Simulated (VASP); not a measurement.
Band structure of V (bcc). Calculation: PBEsol GGA with spin-orbit coupling, VASP's PBE PAW potentials (set 64) (plane waves; VASP 6.6.1).

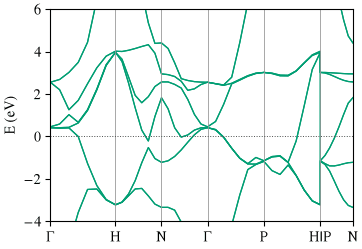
Figure: Bands along high-symmetry lines, zero at the valence-band maximum or, without a gap, the Fermi level

Question: Read the plot: is there a gap, and where are the band edges?

Answer: It has no gap at this level: it comes out as a metal or semimetal.

The compound is V in the bcc structure. It was relaxed first, which changed the volume by -8 %.
